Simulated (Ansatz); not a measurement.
# CH₃BF₂GeO: molecular dynamics

CH₃BF₂GeO, SMILES FB(F)[CH]1[O][GeH2]1, computed with RKS revPBE-d3bj/6-31G* (Ansatz 0.2.0).

The geometry comes from this level: PBE0-D4/def2-TZVP.

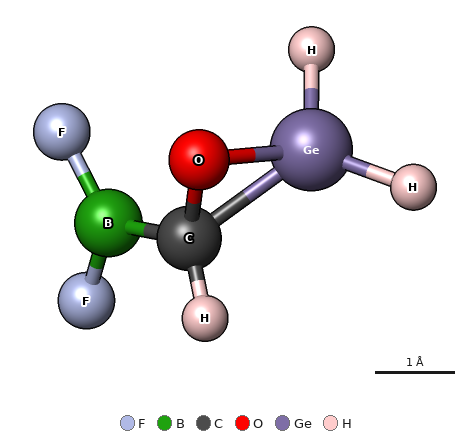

Fig. 1: The starting structure (ball-and-stick view, seen at a tilt). Sticks mark near contacts. Bond lengths as drawn: B–C 1.54 Å, B–F 1.32 Å, C–Ge 1.92 Å, C–H 1.09 Å, C–O 1.44 Å, Ge–H 1.52 Å and Ge–O 1.81 Å.

Input:
```yaml
crystal:
  periodic: [false, false, false]
  atoms:
    - {symbol: F, position_ang: [-0.472529, 0.288589, 2.530310]}
    - {symbol: B, position_ang: [0.294626, 0.354845, 1.452971]}
    - {symbol: F, position_ang: [1.166597, 1.345539, 1.392179]}
    - {symbol: C, position_ang: [0.117715, -0.651940, 0.300708]}
    - {symbol: O, position_ang: [1.095663, -0.704576, -0.751718]}
    - {symbol: Ge, position_ang: [-0.391989, 0.101501, -1.394154]}
    - {symbol: H, position_ang: [-0.357109, -1.608351, 0.526245]}
    - {symbol: H, position_ang: [-1.166938, -0.754888, -2.387671]}
    - {symbol: H, position_ang: [-0.197534, 1.582980, -1.685969]}
basis:
  gaussian: {orbitals: "6-31G*"}
hamiltonian: {xc: {name: revPBE}, dispersion: d3bj}
md: {timestep: 0.5 fs, n_steps: 30, ensemble: nvt_langevin, temperature: 700, initial_velocities: maxwell_boltzmann, friction: 0.01, seed: 656}
```

Run as:
```bash
ansatz run in.yaml --threads 4 --pin off --events-out ev --progress --plain --max-ram 10444MiB
```

Log:
```
Functional definition: revPBE
  name "revPBE"
  cite "Zhang & Yang, Phys. Rev. Lett. 80, 890 (1998) doi:10.1103/PhysRevLett.80.890"
  cite "Perdew, Burke & Ernzerhof, Phys. Rev. Lett. 77, 3865 (1996) doi:10.1103/PhysRevLett.77.3865"
  parameter kappa = 1.245
  parameter beta = 0.06672455060314922
  exchange = pbe_x(kappa = kappa, mu = beta*pi^2/3)
  correlation = pbe_c(beta = beta)
1186 factors; their error is unknown
mean field evaluation 1: about -65739.6359 eV, gradient 6.6e1 eV
mean field evaluation 2: about -65624.6097 eV, gradient 1.9e2 eV
mean field evaluation 4: about -65747.6648 eV, gradient 1.1e1 eV
mean field evaluation 8: about -65747.9656 eV, gradient 2.0e-1 eV
mean field evaluation 16: about -65747.9057 eV, gradient 1.3e-3 eV
mean field -65747.90572578 eV, -2416.1909698913 hartree, gradient 3.5e-5 eV, S^2 0.000000; 0 other end points of the search recorded, 0 dependent functions left out
the calculation of the forces begins
reference -65747.90577164 eV, -2416.1909715765 hartree; 36, 36 occupied and 80, 80 virtual orbitals, 1186 factors
md step     0: t =     0.00 fs  T =   622.2 K  F+E_penalty+E_count = -65748.32837468 eV  E_kin = 0.723856 eV  (30 SCF iters)
these checks for a lower state are left out or cut short: starts, cluster_reference, orbital_swaps, neighbouring_geometries, increment
1186 factors; their error is unknown
mean field -65747.91234664 eV, -2416.1912132035 hartree, gradient 1.6e-5 eV, S^2 0.000000; 0 other end points of the search recorded, 0 dependent functions left out
the calculation of the forces begins
reference -65747.91239249 eV, -2416.1912148885 hartree; 36, 36 occupied and 80, 80 virtual orbitals, 1186 factors
md step     1: t =     0.50 fs  T =   574.9 K  F+E_penalty+E_count = -65748.33463222 eV  E_kin = 0.668816 eV  (32 SCF iters, 3 dispersion substeps)
[... from here on the SCF iterations and repeated set-up lines of each step are left out, up to the last step ...]
md step     2: t =     1.00 fs  T =   599.8 K  F+E_penalty+E_count = -65748.33768048 eV  E_kin = 0.697805 eV  (32 SCF iters, 3 dispersion substeps)
md step     3: t =     1.50 fs  T =   626.5 K  F+E_penalty+E_count = -65748.33719105 eV  E_kin = 0.728862 eV  (32 SCF iters, 3 dispersion substeps)
md step     4: t =     2.00 fs  T =   601.3 K  F+E_penalty+E_count = -65748.33203869 eV  E_kin = 0.699568 eV  (32 SCF iters, 3 dispersion substeps)
md step     5: t =     2.50 fs  T =   562.4 K  F+E_penalty+E_count = -65748.32214425 eV  E_kin = 0.654304 eV  (32 SCF iters, 3 dispersion substeps)
md step     6: t =     3.00 fs  T =   519.6 K  F+E_penalty+E_count = -65748.30877214 eV  E_kin = 0.604420 eV  (32 SCF iters, 3 dispersion substeps)
md step     7: t =     3.50 fs  T =   500.3 K  F+E_penalty+E_count = -65748.29392389 eV  E_kin = 0.582060 eV  (32 SCF iters, 3 dispersion substeps)
md step     8: t =     4.00 fs  T =   498.1 K  F+E_penalty+E_count = -65748.27819686 eV  E_kin = 0.579460 eV  (32 SCF iters, 3 dispersion substeps)
md step     9: t =     4.50 fs  T =   497.0 K  F+E_penalty+E_count = -65748.26113823 eV  E_kin = 0.578203 eV  (32 SCF iters, 3 dispersion substeps)
md step    10: t =     5.00 fs  T =   495.6 K  F+E_penalty+E_count = -65748.24386029 eV  E_kin = 0.576532 eV  (32 SCF iters, 3 dispersion substeps)
md step    11: t =     5.50 fs  T =   492.7 K  F+E_penalty+E_count = -65748.22738856 eV  E_kin = 0.573217 eV  (32 SCF iters, 3 dispersion substeps)
md step    12: t =     6.00 fs  T =   452.1 K  F+E_penalty+E_count = -65748.21269371 eV  E_kin = 0.525966 eV  (31 SCF iters, 3 dispersion substeps)
md step    13: t =     6.50 fs  T =   440.8 K  F+E_penalty+E_count = -65748.20022673 eV  E_kin = 0.512833 eV  (31 SCF iters, 3 dispersion substeps)
md step    14: t =     7.00 fs  T =   441.6 K  F+E_penalty+E_count = -65748.19026412 eV  E_kin = 0.513751 eV  (32 SCF iters, 3 dispersion substeps)
md step    15: t =     7.50 fs  T =   426.8 K  F+E_penalty+E_count = -65748.18225226 eV  E_kin = 0.496505 eV  (32 SCF iters, 3 dispersion substeps)
md step    16: t =     8.00 fs  T =   446.6 K  F+E_penalty+E_count = -65748.17523534 eV  E_kin = 0.519585 eV  (32 SCF iters, 3 dispersion substeps)
md step    17: t =     8.50 fs  T =   440.5 K  F+E_penalty+E_count = -65748.16850038 eV  E_kin = 0.512438 eV  (32 SCF iters, 3 dispersion substeps)
md step    18: t =     9.00 fs  T =   423.3 K  F+E_penalty+E_count = -65748.16278246 eV  E_kin = 0.492410 eV  (31 SCF iters, 3 dispersion substeps)
md step    19: t =     9.50 fs  T =   384.1 K  F+E_penalty+E_count = -65748.15776609 eV  E_kin = 0.446875 eV  (32 SCF iters, 3 dispersion substeps)
md step    20: t =    10.00 fs  T =   388.5 K  F+E_penalty+E_count = -65748.15224807 eV  E_kin = 0.451982 eV  (32 SCF iters, 3 dispersion substeps)
md step    21: t =    10.50 fs  T =   361.3 K  F+E_penalty+E_count = -65748.14532961 eV  E_kin = 0.420291 eV  (33 SCF iters, 3 dispersion substeps)
md step    22: t =    11.00 fs  T =   310.8 K  F+E_penalty+E_count = -65748.13741334 eV  E_kin = 0.361535 eV  (32 SCF iters, 3 dispersion substeps)
md step    23: t =    11.50 fs  T =   301.3 K  F+E_penalty+E_count = -65748.12935336 eV  E_kin = 0.350555 eV  (33 SCF iters, 3 dispersion substeps)
md step    24: t =    12.00 fs  T =   287.0 K  F+E_penalty+E_count = -65748.11955402 eV  E_kin = 0.333892 eV  (33 SCF iters, 3 dispersion substeps)
md step    25: t =    12.50 fs  T =   308.4 K  F+E_penalty+E_count = -65748.10629469 eV  E_kin = 0.358828 eV  (33 SCF iters, 3 dispersion substeps)
md step    26: t =    13.00 fs  T =   301.9 K  F+E_penalty+E_count = -65748.08982667 eV  E_kin = 0.351222 eV  (33 SCF iters, 3 dispersion substeps)
md step    27: t =    13.50 fs  T =   289.5 K  F+E_penalty+E_count = -65748.07214747 eV  E_kin = 0.336750 eV  (34 SCF iters, 3 dispersion substeps)
md step    28: t =    14.00 fs  T =   265.4 K  F+E_penalty+E_count = -65748.05633313 eV  E_kin = 0.308739 eV  (34 SCF iters, 3 dispersion substeps)
md step    29: t =    14.50 fs  T =   252.1 K  F+E_penalty+E_count = -65748.04339738 eV  E_kin = 0.293251 eV  (34 SCF iters, 3 dispersion substeps)
these checks for a lower state are left out or cut short: starts, cluster_reference, orbital_swaps, neighbouring_geometries, increment
1186 factors; their error is unknown
mean field -65747.61625317 eV, -2416.1803319692 hartree, gradient 2.0e-5 eV, S^2 0.000000; 0 other end points of the search recorded, 0 dependent functions left out
the calculation of the forces begins
reference -65747.61629921 eV, -2416.1803336609 hartree; 36, 36 occupied and 80, 80 virtual orbitals, 1186 factors
1186 factors; their error is unknown
mean field evaluation 256: about -65741.7322 eV, gradient 5.2e1 eV
mean field -65747.61625317 eV, -2416.1803319692 hartree, gradient 2.0e-5 eV, S^2 0.000000; 1 other end points of the search recorded, 0 dependent functions left out
the calculation of the forces begins
reference -65747.61629921 eV, -2416.1803336609 hartree; 36, 36 occupied and 80, 80 virtual orbitals, 1186 factors
md step    30: t =    15.00 fs  T =   259.9 K  F+E_penalty+E_count = -65748.03367478 eV  E_kin = 0.302373 eV  (31 SCF iters, 3 dispersion substeps)
```

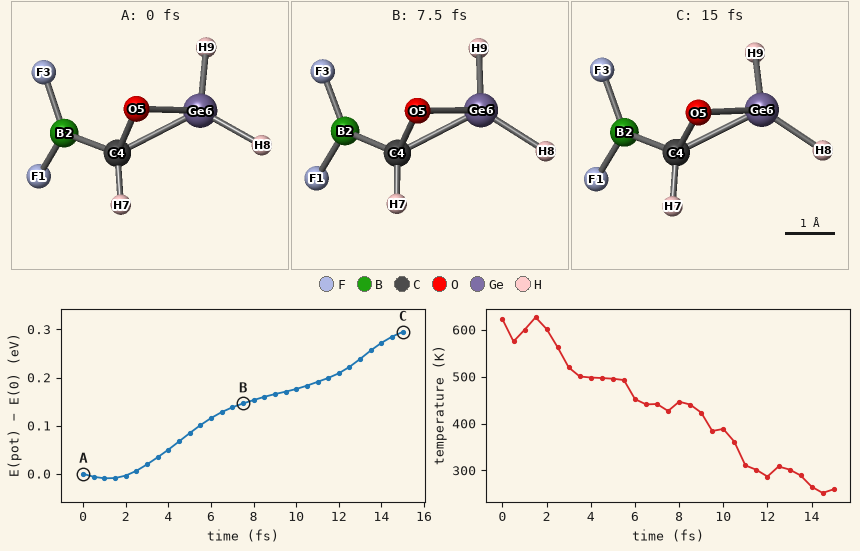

Fig. 2: Frames of the molecular dynamics (ball-and-stick, seen at a tilt) above the curves, on which the letters mark them. The trajectory kept here has 31 frames over 15 fs. The temperature starts at 622 K, ranges from 252 to 627 K and averages 340 K over the second half. The potential energy ends 0.295 eV above its first value. After an unweighted best fit of the last frame on the first, the root-mean-square displacement is 0.16 Å.

```
Total energy: -65748.03372081 eV, -2416.1956736220 hartree
Atom 0 at    -0.522355     0.168068     2.601567 Å, force    -0.029366     0.339064    -0.206295 eV/Å
Atom 1 at     0.222788     0.371903     1.498290 Å, force     1.562937     0.273437     0.020076 eV/Å
Atom 2 at     1.148693     1.378505     1.498601 Å, force    -0.851733    -0.402523     0.108746 eV/Å
Atom 3 at     0.101924    -0.630919     0.327575 Å, force    -0.195201    -1.108822    -0.365068 eV/Å
Atom 4 at     1.118934    -0.843153    -0.795411 Å, force    -1.355502     0.914656     0.566277 eV/Å
Atom 5 at    -0.372633     0.141726    -1.422757 Å, force     0.755674    -0.272339     1.452741 eV/Å
Atom 6 at    -0.376847    -1.584616     0.689098 Å, force     0.194636     0.451646    -0.746587 eV/Å
Atom 7 at    -1.496009    -0.461773    -2.221111 Å, force    -0.258205    -0.449942    -0.503761 eV/Å
Atom 8 at    -0.222524     1.659774    -1.334415 Å, force     0.176761     0.254823    -0.326128 eV/Å
Dipole moment:    -0.494760     0.062620    -0.412328 e Å
```

Trajectory as extended XYZ (Å, eV, eV/Å), 11 of the 31 frames kept, from step=0 to step=30:
```
9
Properties=species:S:1:pos:R:3:forces:R:3 step=0 time_fs=0.0 energy=-65748.32837 temperature=622.2
F    -0.4725    0.2886    2.5303   -0.6056  -0.1231   0.7799
B     0.2946    0.3548    1.4530   -0.0555  -0.2239  -0.2657
F     1.1666    1.3455    1.3922    0.6975   0.7396  -0.1276
C     0.1177   -0.6519    0.3007   -0.1990  -0.1606   0.4586
O     1.0957   -0.7046   -0.7517    1.2346  -0.4416  -0.2292
Ge   -0.3920    0.1015   -1.3942   -0.7449   0.4537  -0.3656
H    -0.3571   -1.6084    0.5262   -0.2090  -0.3772   0.0542
H    -1.1669   -0.7549   -2.3877   -0.1686  -0.1948  -0.2320
H    -0.1975    1.5830   -1.6860    0.0505   0.3279  -0.0725
9
Properties=species:S:1:pos:R:3:forces:R:3 step=3 time_fs=1.5 energy=-65748.33719 temperature=626.5
F    -0.4786    0.2745    2.5393   -0.3044  -0.0216   0.3294
B     0.2914    0.3670    1.4488   -0.4908  -0.7116   0.1937
F     1.1626    1.3485    1.4059    0.8419   0.9811  -0.1583
C     0.1106   -0.6501    0.3036    0.1599   0.1009   0.1383
O     1.0980   -0.7200   -0.7606    0.9082  -0.2193  -0.1580
Ge   -0.3883    0.1056   -1.3987   -0.6814   0.5377  -0.3975
H    -0.3268   -1.6133    0.5285   -0.4408  -0.5687   0.1784
H    -1.2284   -0.7401   -2.3758    0.0230  -0.0002  -0.0688
H    -0.1949    1.6219   -1.6425   -0.0156  -0.0983  -0.0572
9
Properties=species:S:1:pos:R:3:forces:R:3 step=6 time_fs=3.0 energy=-65748.30877 temperature=519.6
F    -0.4842    0.2606    2.5509    0.0267   0.0960  -0.1772
B     0.2880    0.3783    1.4441   -0.8824  -1.1070   0.7248
F     1.1598    1.3525    1.4177    0.9184   1.1413  -0.1755
C     0.1038   -0.6457    0.3050    0.2813  -0.1875  -0.0723
O     1.1011   -0.7358   -0.7677    0.5842   0.0467  -0.1245
Ge   -0.3858    0.1101   -1.4034   -0.6053   0.6267  -0.4185
H    -0.3015   -1.6297    0.5283   -0.4661  -0.2827   0.2209
H    -1.2811   -0.7228   -2.3734    0.2242   0.1798   0.0947
H    -0.1879    1.6622   -1.5945   -0.0810  -0.5132  -0.0724
9
Properties=species:S:1:pos:R:3:forces:R:3 step=9 time_fs=4.5 energy=-65748.26114 temperature=497.0
F    -0.4904    0.2484    2.5632    0.2817   0.1968  -0.5962
B     0.2821    0.3866    1.4414   -1.0929  -1.3351   1.1599
F     1.1571    1.3549    1.4293    0.9200   1.2080  -0.1789
C     0.0966   -0.6396    0.3061    0.3224  -0.6711  -0.2322
O     1.1055   -0.7506   -0.7750    0.2386   0.2967  -0.0531
Ge   -0.3832    0.1148   -1.4083   -0.5287   0.5439  -0.3591
H    -0.2853   -1.6455    0.5328   -0.4087   0.1560   0.1847
H    -1.3281   -0.7019   -2.3660    0.3679   0.2763   0.1877
H    -0.1869    1.6840   -1.5560   -0.1003  -0.6713  -0.1128
9
Properties=species:S:1:pos:R:3:forces:R:3 step=12 time_fs=6.0 energy=-65748.21269 temperature=452.1
F    -0.4964    0.2360    2.5749    0.4500   0.2885  -0.8694
B     0.2755    0.3923    1.4430   -1.1310  -1.4422   1.4049
F     1.1550    1.3571    1.4400    0.8459   1.1875  -0.1588
C     0.0893   -0.6332    0.3081    0.4215  -0.9730  -0.4241
O     1.1126   -0.7669   -0.7814   -0.1794   0.5513   0.0387
Ge   -0.3811    0.1204   -1.4121   -0.4542   0.2146  -0.2618
H    -0.2785   -1.6510    0.5373   -0.3931   0.3977   0.1585
H    -1.3764   -0.6772   -2.3580    0.5223   0.3561   0.2837
H    -0.1880    1.6868   -1.5192   -0.0819  -0.5805  -0.1719
9
Properties=species:S:1:pos:R:3:forces:R:3 step=15 time_fs=7.5 energy=-65748.18225 temperature=426.8
F    -0.5015    0.2241    2.5834    0.5087   0.3534  -0.9841
B     0.2670    0.3951    1.4468   -0.9492  -1.3841   1.4686
F     1.1529    1.3597    1.4500    0.6734   1.0554  -0.1323
C     0.0841   -0.6285    0.3105    0.5672  -0.8730  -0.6230
O     1.1192   -0.7825   -0.7862   -0.5525   0.7408   0.1110
Ge   -0.3794    0.1253   -1.4151   -0.3054  -0.0555  -0.0448
H    -0.2786   -1.6408    0.5442   -0.4646   0.2443   0.1688
H    -1.4221   -0.6341   -2.3397    0.5664   0.3024   0.2602
H    -0.1886    1.6804   -1.4816   -0.0440  -0.3838  -0.2244
9
Properties=species:S:1:pos:R:3:forces:R:3 step=18 time_fs=9.0 energy=-65748.16278 temperature=423.3
F    -0.5073    0.2117    2.5887    0.4797   0.3869  -0.9616
B     0.2569    0.3945    1.4539   -0.5632  -1.1772   1.3190
F     1.1506    1.3630    1.4612    0.4019   0.8161  -0.0935
C     0.0833   -0.6273    0.3122    0.7019  -0.4709  -0.7263
O     1.1230   -0.7989   -0.7899   -0.8284   0.8588   0.1726
Ge   -0.3780    0.1291   -1.4180   -0.0895  -0.1746   0.2712
H    -0.2814   -1.6206    0.5638   -0.5829  -0.1752   0.1584
H    -1.4562   -0.5880   -2.3122    0.4908   0.1712   0.1340
H    -0.1886    1.6757   -1.4374   -0.0103  -0.2350  -0.2738
9
Properties=species:S:1:pos:R:3:forces:R:3 step=21 time_fs=10.5 energy=-65748.14533 temperature=361.3
F    -0.5123    0.1999    2.5906    0.3756   0.3906  -0.8321
B     0.2461    0.3913    1.4612   -0.0467  -0.8351   1.1071
F     1.1482    1.3670    1.4726    0.0845   0.5179  -0.0649
C     0.0844   -0.6272    0.3152    0.6741  -0.4127  -0.7855
O     1.1238   -0.8138   -0.7939   -1.0512   0.9280   0.2866
Ge   -0.3768    0.1325   -1.4203    0.1469  -0.3633   0.6241
H    -0.2950   -1.6068    0.5932   -0.5404  -0.2686   0.0293
H    -1.4750   -0.5496   -2.2805    0.3097   0.0023  -0.0519
H    -0.1965    1.6625   -1.3949    0.0476   0.0409  -0.3128
9
Properties=species:S:1:pos:R:3:forces:R:3 step=24 time_fs=12.0 energy=-65748.11955 temperature=287.0
F    -0.5160    0.1886    2.5935    0.2389   0.3765  -0.6435
B     0.2355    0.3856    1.4713    0.5408  -0.4270   0.7984
F     1.1472    1.3704    1.4820   -0.2650   0.1829  -0.0201
C     0.0878   -0.6272    0.3177    0.4232  -0.7708  -0.6613
O     1.1236   -0.8253   -0.7964   -1.2088   0.9587   0.4029
Ge   -0.3756    0.1356   -1.4223    0.3569  -0.4991   0.9197
H    -0.3157   -1.6030    0.6287   -0.3057   0.0557  -0.2473
H    -1.4834   -0.5178   -2.2594    0.1196  -0.1526  -0.2163
H    -0.2037    1.6518   -1.3613    0.1002   0.2757  -0.3325
9
Properties=species:S:1:pos:R:3:forces:R:3 step=27 time_fs=13.5 energy=-65748.07215 temperature=289.5
F    -0.5198    0.1777    2.5985    0.1297   0.3662  -0.4661
B     0.2276    0.3786    1.4841    1.0794  -0.0243   0.4674
F     1.1475    1.3748    1.4895   -0.5989  -0.1451   0.0460
C     0.0939   -0.6284    0.3226    0.0581  -1.1899  -0.4764
O     1.1223   -0.8351   -0.7966   -1.3232   0.9571   0.5132
Ge   -0.3741    0.1389   -1.4231    0.6192  -0.4456   1.2480
H    -0.3442   -1.6015    0.6685    0.0211   0.4762  -0.5905
H    -1.4854   -0.4864   -2.2391   -0.1328  -0.3422  -0.4125
H    -0.2139    1.6513   -1.3437    0.1473   0.3476  -0.3289
9
Properties=species:S:1:pos:R:3:forces:R:3 step=30 time_fs=15.0 energy=-65748.03367 temperature=259.9
F    -0.5224    0.1681    2.6016   -0.0294   0.3391  -0.2063
B     0.2228    0.3719    1.4983    1.5629   0.2734   0.0201
F     1.1487    1.3785    1.4986   -0.8517  -0.4025   0.1087
C     0.1019   -0.6309    0.3276   -0.1952  -1.1088  -0.3651
O     1.1189   -0.8432   -0.7954   -1.3555   0.9147   0.5663
Ge   -0.3726    0.1417   -1.4228    0.7557  -0.2723   1.4527
H    -0.3768   -1.5846    0.6891    0.1946   0.4516  -0.7466
H    -1.4960   -0.4618   -2.2211   -0.2582  -0.4499  -0.5038
H    -0.2225    1.6598   -1.3344    0.1768   0.2548  -0.3261
```

Key numbers:

- outcome: finished
- mean temperature over the second half: 340 K
- trajectory: 30 steps, 15 fs
- ensemble: nvt_langevin
- temperature in the input: 700 K
- time step: 0.5 fs
- potential energy (last step): −65748.0337 eV
- mean-field energy (last step): −65747.6163 eV
- dispersion energy (last step): −0.4174 eV
- SCF solution under orbital rotations (last step): stable
- largest force (length of the vector) (last step): 1.731 eV/Å
- dipole moment (last step): 3.11 D
- hardware: 4 threads of INTEL XEON PLATINUM @ 2.10GHz, 23 GiB of memory available, shared host
- wall time: 25 s (CPU time 88 s)
- peak memory: 0.18 GiB

Remarks:

So short a trajectory is not equilibrated. The logged temperature at the start can lie below the typed one, since it is counted over all degrees of freedom. The temperature stays far from the 700 K of the thermostat over the second half: the run isn't equilibrated.
